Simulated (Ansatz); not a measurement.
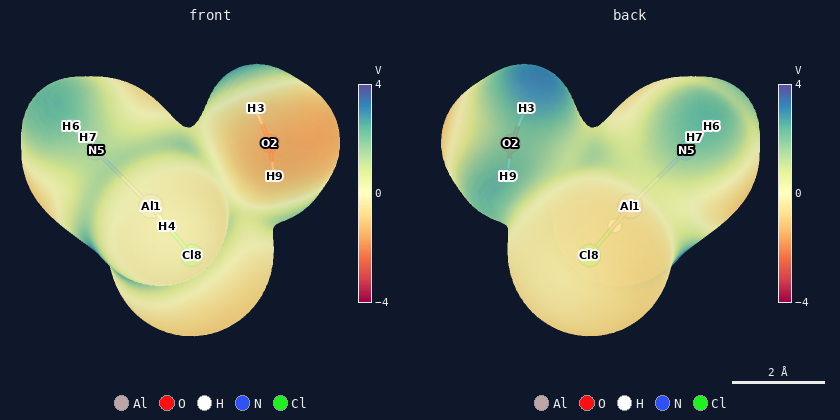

Figure. AlClH$_{3}$N···H$_{2}$O. The electrostatic potential painted on the density surface at 0.004 e/bohr³, seen from the front and from behind; red is negative and blue positive.

Not at a stationary point (largest force 1.0 eV/Å).

The calculation used RKS PBE-D4/6-31G* in Ansatz.

```tsv
atom	x (Å)	y (Å)	z (Å)
Al	0.0329	0.4747	-0.4914
O	-0.0360	0.0074	2.4311
H	-1.0063	-0.0723	2.5391
H	1.3230	-0.4234	-0.7004
N	-1.6118	0.0666	-1.0375
H	-1.8519	-0.8074	-1.5024
H	-2.4421	0.6307	-0.8603
Cl	0.1975	2.5112	0.3476
H	0.1031	0.9924	2.4208
```

> Where is the surface potential most negative and most positive?

The most negative region (about −1.6 V) lies over O2, the most positive (about +3.3 V) over Al1 and H3. O2 is the likeliest acceptor of a hydrogen bond.
